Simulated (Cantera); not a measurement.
Charge: 1 mol B₂O₃, 1.1 mol H₂, 5.9 mol N₂, at 0.860 bar.

Cantera equilibrium calculation (NASA polynomials, part measured and part estimated; ideal gas, pure solids and liquids). Candidate condensed phases: B, BN, B₂O₃, B₃O₃H₃, H₂O; 39 gas species. N₂ is the only nitrogen source here; it is nearly inert below about 1500 K, so the nitride shown seldom forms there in practice. Mutual solubility and eutectic melting of coexisting phases are not modelled. Gases not in the tables: H₃BO₃. Kinetics and transport are ignored.

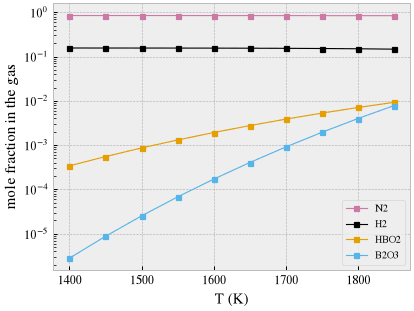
Fig. 1. Equilibrium gas composition (values under 1e-9 drawn at 1e-9)

From 1400 K to 1850 K the condensed part is BN(s) + B₂O₃(l). The share of B in condensed phases is highest at 1400 K (99.9 %) and lowest at 1850 K (89.0 %).
